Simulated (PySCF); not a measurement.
**OS₂: relaxation and vibrations of the singlet**

The task is one start of a wider search on OS₂: the singlet, from a side-on start. It is relaxed, tested by its Hessian and followed downhill if it is a saddle.

Computed with PySCF 2.14.0. Level: PBE0, basis O def2-TZVP, S def2-TZVP, no relativity, density fitting.

## 1. The system as given

3 atoms, charge 0, spin multiplicity 1.

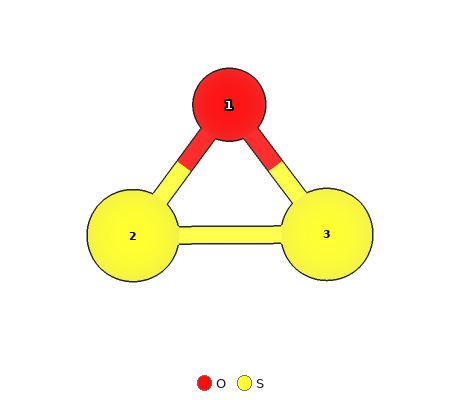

Start geometry, drawn with oxygen red, sulfur yellow; atoms are numbered from 1 in the order of the file.

Z-matrix (Å, degrees; charge 0 multiplicity 1):
```
O
S  1 1.7098
S  2 2.0400 1 53.38
```

## 2. First SCF at the start

The steps below are one call of a driver around PySCF. For each, scf.py gives the equivalent set-up of the SCF; relaxations use the driver's own optimiser. After this first run the driver tries any further starts and a stability analysis.

Contents of scf.py:

```python
from pyscf import gto, scf, dft
mol = gto.M(atom='''
O      0.000000     0.000000     0.000000
S      1.020000     0.000000     1.372200
S     -1.020000     0.000000     1.372200''',
    basis={'O': 'def2-TZVP', 'S': 'def2-TZVP'},
    charge=0, spin=0)
mf = dft.RKS(mol, xc='PBE0')
mf.grids.atom_grid = (50, 194)
aux = {'O': 'def2-universal-JKFIT', 'S': 'def2-universal-JKFIT'}
mf = mf.density_fit(auxbasis=aux)
mf.conv_tol = 1e-08
mf.diis_space = 10
mf.max_cycle = 60
mf.init_guess = 'minao'
mf.verbose = 4
mf.kernel()
```

Launch:

```
OMP_NUM_THREADS=2 python axn.py task.json out
```

Further steps of the session: Relaxation: side-on start, singlet; Frequencies.

What does the calculation give? Wanted: minimum; geometry; wavenumbers; dipole moment; highest occupied, lowest empty level; polar-tensor charge of O1; zero-point energy; atomisation energy.

The runs gave:

| quantity | value |
| --- | --- |
| minimum | singlet, C2v |
| geometry | O–S 1.698 Å (×2), S–S 2.019 Å; O–S–S 53.5° (×2), S–O–S 73.0° |
| wavenumbers (cm⁻¹) | 585 (a1), 629 (b2), 864 (a1) |
| dipole moment | 1.05 D |
| highest occupied, lowest empty level | -6.81, -2.77 eV |
| polar-tensor charge of O1 | -0.34 e |
| zero-point energy | 12.4 kJ/mol |
| entropy at 298.15 K | 259.8 J/(mol K) |
| atomisation energy (no zero-point energy) | 665 kJ/mol |

In words: The molecule stays C2v, as typed, and the end point is a minimum. In the infrared the band at 864 cm⁻¹ (a1) leads. Other starts or spin states, not run here, may lie lower.
